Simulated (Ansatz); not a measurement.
# Calculations on C₂H₆OSi

## 1. Relaxation

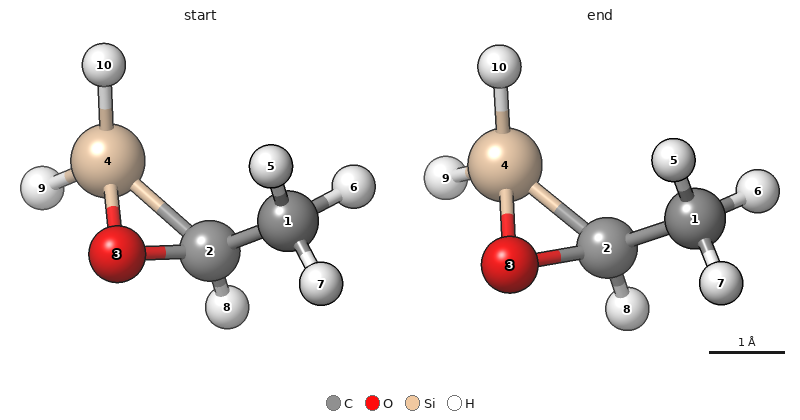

The structure of C$_{2}$H$_{6}$OSi before (left) and after (right) a relaxation, at one scale.

Style: ball-and-stick. Shown at a tilt.

The run prepares an end point of a later path (torsion) calculation, from a guessed geometry.

Theory: Ansatz 0.2.0, RKS r2SCAN-D4/STO-3G. Set-up: no spin polarisation; force threshold 0.015 eV/Å; at most 40 steps.

> What changed between the two?

The atom that moves furthest after the best rigid fit is O3 (0.18 Å). By element the largest moves are O 0.18 Å, H 0.14 Å, C 0.10 Å, Si 0.07 Å. Among the contacts that change: C1–C2 1.429 → 1.547 Å, C2–O3 1.395 → 1.503 Å, O3–Si4 1.662 → 1.744 Å, C2–H8 1.036 → 1.109 Å. Bond angles that change, for instance: H9–Si4–H10 122.6° → 114.4°, C2–O3–Si4 75.6° → 67.6°, C2–C1–H5 117.9° → 111.1°. After 6 accepted moves (7 points after the start) the energy has fallen by 1.025 eV. The largest force component goes from 4.8 to 0.004 eV/Å. The line search rejected the trial step at point 6 of the run.

Limits of the set-up: STO-3G is a minimal basis, so the numbers are rough.

## 2. Relaxation

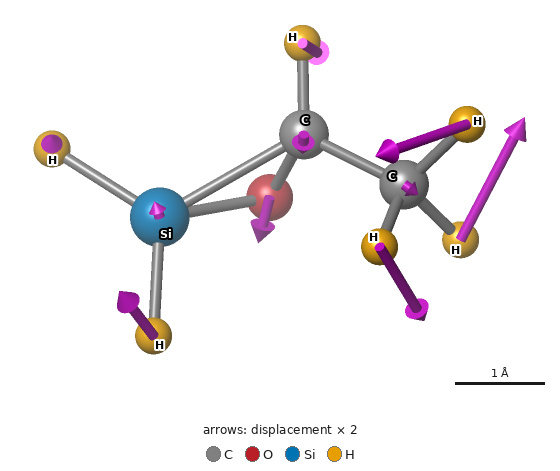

A relaxation of C2H6OSi. The starting structure is drawn; purple arrows show the displacements, magnified 2 times. The two geometries are superimposed by the best rigid fit.

A ball-and-stick model, seen at a tilt.

The run prepares an end point of a later path (torsion) calculation, from a guessed geometry.

The calculation used RKS r2SCAN-D4/STO-3G in Ansatz 0.2.0.

Input file:
```yaml
crystal:
  periodic: [false, false, false]
  atoms:
    - { symbol: C, position_ang: [-0.7041, 0.5434, -0.9556] }
    - { symbol: C, position_ang: [-0.3171, -0.5262, -0.0911] }
    - { symbol: O, position_ang: [-1.34897, -0.95365, 0.74531] }
    - { symbol: Si, position_ang: [-1.09316, -2.2341, -0.28352] }
    - { symbol: H, position_ang: [0.0448, 1.3051, -1.1957] }
    - { symbol: H, position_ang: [-1.5907, 1.1422, -0.5128] }
    - { symbol: H, position_ang: [-1.0705, 0.1919, -1.9235] }
    - { symbol: H, position_ang: [0.63447, -0.45373, 0.31223] }
    - { symbol: H, position_ang: [-0.42085, -3.37671, 0.42551] }
    - { symbol: H, position_ang: [-2.16952, -2.42853, -1.22144] }
basis:
  gaussian: { orbitals: STO-3G }
hamiltonian:
  xc: r2scan
  dispersion: d4
relax:
  f_tol: 0.015
  max_steps: 40
```

Run as
```bash
ansatz run input.yaml --threads 1 --pin off --max-ram 2048MiB --backend cpu --events-out ev --progress --plain --runs-dir out
```

> Atoms of which element are displaced furthest, and by how much?

Hydrogen: up to 0.80 Å, against 0.30 Å for oxygen.

> What did the optimiser do to the structure, and how much energy did it gain?

The energy falls by 25.9 kcal/mol in 10 geometry steps. Largest force component: 5 eV/Å at the start, 0.011 eV/Å at the end. The largest move after the best rigid fit is that of H6, 0.80 Å. By element the largest moves are H 0.80 Å, O 0.30 Å, C 0.17 Å, Si 0.10 Å. Some distances before and after: C1–C2 1.429 → 1.547 Å, C2–O3 1.395 → 1.503 Å, O3–Si4 1.662 → 1.744 Å, C2–H8 1.036 → 1.109 Å. Among the angles between lasting bonds that change: H9–Si4–H10 122.6° → 114.4°, C2–O3–Si4 75.6° → 67.6°, C2–C1–H5 117.9° → 110.3°. Groups turn about C1–C2 by about 55°. The run took 33 s on 1 thread of Arm Neoverse V1 (shared host), peak memory 0.14 GiB.

Limits of the set-up: STO-3G is a minimal basis, so the numbers are rough.

## 3. Path

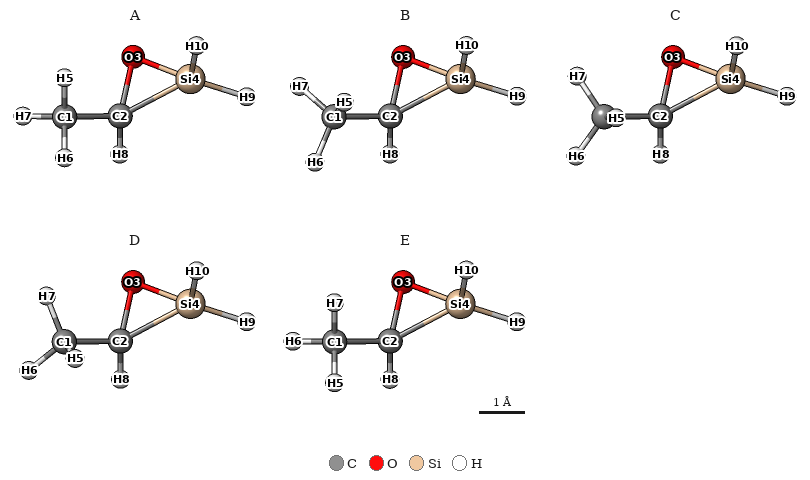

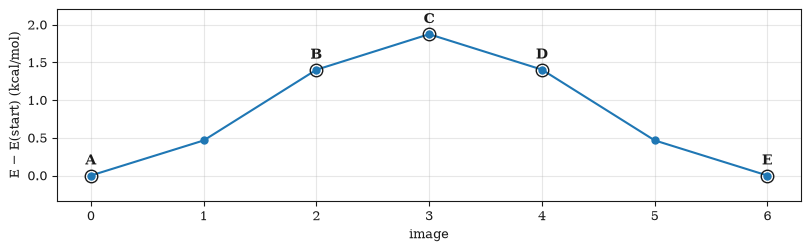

A search for the minimum-energy path of C₂H₆OSi by the nudged elastic band. Images are numbered from 0 (start) to 6 (end). Frames A to E are images 0, 2, 3, 4, 6. Style: ball-and-stick. Shown from a free direction.

Method: RKS r2SCAN-D4/STO-3G in Ansatz 0.2.0.

The input:
```yaml
crystal:
  periodic: [false, false, false]
  atoms:
    - { symbol: C, position_ang: [-0.767681, 0.619397, -0.982274] }
    - { symbol: C, position_ang: [-0.283114, -0.51313, -0.046303] }
    - { symbol: O, position_ang: [1.082113, -1.063874, -0.347491] }
    - { symbol: Si, position_ang: [1.004137, -0.29985, 1.218162] }
    - { symbol: H, position_ang: [0.017172, 1.375912, -1.126624] }
    - { symbol: H, position_ang: [-1.654201, 1.114307, -0.55647] }
    - { symbol: H, position_ang: [-1.043164, 0.217172, -1.969782] }
    - { symbol: H, position_ang: [-1.054553, -1.300544, 0.073576] }
    - { symbol: H, position_ang: [1.088263, -1.163954, 2.37606] }
    - { symbol: H, position_ang: [1.694229, 0.963364, 1.364045] }
basis:
  gaussian: { orbitals: STO-3G }
hamiltonian:
  xc: r2scan
  dispersion: d4
neb:
  order_check: false
  images: 5
  f_tol: 0.05
  max_iterations: 60
  initial_path: idpp
  final_atoms:
    - { symbol: C, position_ang: [-0.77301278, 0.64354187, -0.96268203] }
    - { symbol: C, position_ang: [-0.38856364, -0.42875332, 0.08393766] }
    - { symbol: O, position_ang: [0.75198448, -1.32958335, -0.29751744] }
    - { symbol: Si, position_ang: [1.11274693, -0.35713666, 1.10454483] }
    - { symbol: H, position_ang: [-1.4461577, 1.39069966, -0.51486223] }
    - { symbol: H, position_ang: [-1.29413049, 0.18368718, -1.81685678] }
    - { symbol: H, position_ang: [0.11852052, 1.16247564, -1.34311506] }
    - { symbol: H, position_ang: [-1.27905024, -0.98209238, 0.4452931] }
    - { symbol: H, position_ang: [1.20609363, -1.0431353, 2.37531227] }
    - { symbol: H, position_ang: [2.0747703, 0.70909667, 0.92884468] }
```

Run as
```bash
ansatz run input.yaml --threads 1 --pin off --max-ram 2048MiB --backend cpu --events-out ev --progress --plain --runs-dir out
```

> What happens along the path, and what is the barrier?

The motion is a rotation about the C1–C2 bond by about 120°. No bond forms or breaks between the ends. The barrier is about 1.87 kcal/mol in both directions, with image 3 at the top; the ends have the same energy. The band converged in 4 iterations, with a climbing image at the top. At the top, the vibrational analysis gives one imaginary mode (185i cm⁻¹), as a transition state must have.

Limits of the set-up: STO-3G is a minimal basis, so the numbers are rough.
